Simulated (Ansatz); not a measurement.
## Pressure series in hypothetical rock salt BeS

Consider BeS in the rock salt structure (space group Fm-3m, No. 225; a = 4.590 Å; a hypothetical phase, not in the database extracts checked).

Cell and atoms are relaxed at each pressure.

All numbers come from Ansatz (a program for electronic structure), PBEsol, PAW, cutoff 420 eV, without spin-orbit coupling.

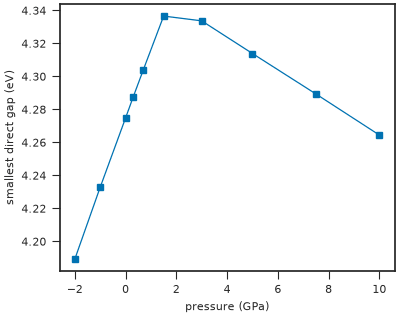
Fig. 1. Smallest direct gap against pressure

**Question.** From the plot, what is the smallest direct gap for pressure 0.3 GPa?

**Answer.** About 4.29 eV.

**Question.** Is the trend monotonic over the range shown?

**Answer.** No, it turns within the range, spanning 4.19 eV to 4.34 eV.

Load acts through the strain it causes; cell and atoms are relaxed under it. Whether these cells are dynamically stable was not tested. No other phases were tried under pressure.
